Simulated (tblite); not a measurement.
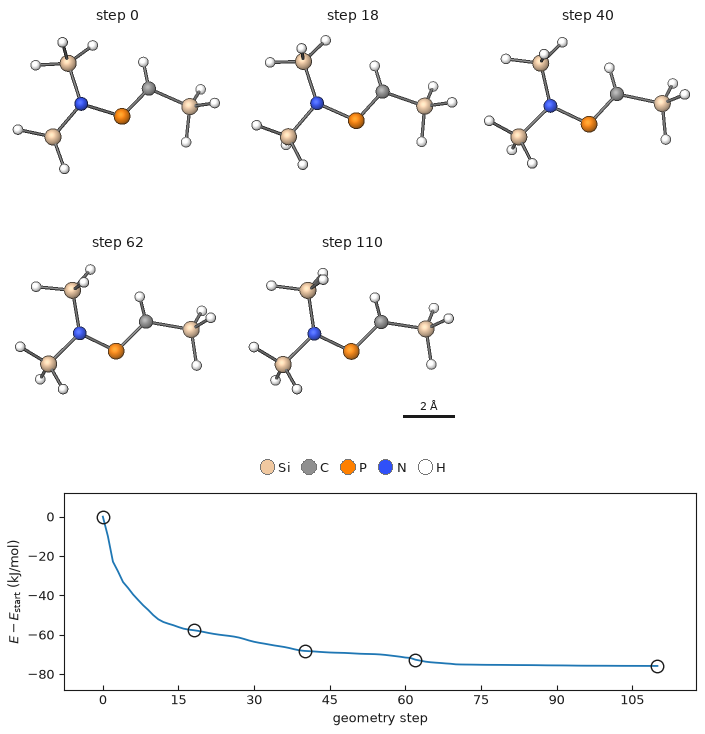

Frames of a relaxation of CH10NPSi3, marked on the history of the run. A ball-and-stick model, seen at a tilt.

These are results of GFN2-xTB geometry optimisation, gas phase in tblite, not measurements. 

### Describe the path.

The largest move after the best rigid fit is that of an H atom, 1.10 Å. Largest moves by element: H 1.10 Å, N 0.89 Å, P 0.86 Å, C 0.28 Å, Si 0.25 Å. Near-neighbour distances that change, for instance: N–P 1.807 → 1.707 Å, N–Si 1.805 → 1.759 Å, N–Si 1.763 → 1.747 Å, H–Si 1.454 → 1.470 Å. Among the angles between lasting bonds that change: C–P–N 121.9° → 106.6°, Si–N–Si 113.1° → 124.0°, P–N–Si 114.3° → 124.5°. Groups turn about C–Si by about 35°. After 110 geometry steps the energy has fallen by 75.9 kJ/mol. From step 0 to 18: the N atom moves most (0.46 Å), energy −57.7 kJ/mol. From step 18 to 40: the P atom moves most (0.46 Å), energy −10.5 kJ/mol. From step 40 to 62: P and H atoms move most (0.48 Å), energy −4.47 kJ/mol. From step 62 to 110: an H atom moves most (0.25 Å), energy −3.17 kJ/mol.

| step | E − E(0), kJ/mol |
| --- | --- |
| 0 | 0.00 |
| 1 | -9.95 |
| 2 | -22.87 |
| 3 | -27.80 |
| 4 | -33.22 |
| 5 | -36.24 |
| 6 | -39.56 |
| 7 | -42.34 |
| 8 | -45.05 |
| 9 | -47.42 |
| 10 | -50.04 |
| 15 | -56.11 |
| 21 | -59.12 |
| 26 | -60.95 |
| 31 | -64.10 |
| 36 | -66.25 |
| 42 | -68.53 |
| 47 | -69.19 |
| 52 | -69.75 |
| 57 | -70.56 |
| 63 | -73.19 |
| 68 | -74.59 |
| 73 | -75.19 |
| 78 | -75.33 |
| 84 | -75.44 |
| 89 | -75.58 |
| 94 | -75.71 |
| 99 | -75.77 |
| 105 | -75.83 |
| 110 | -75.87 |
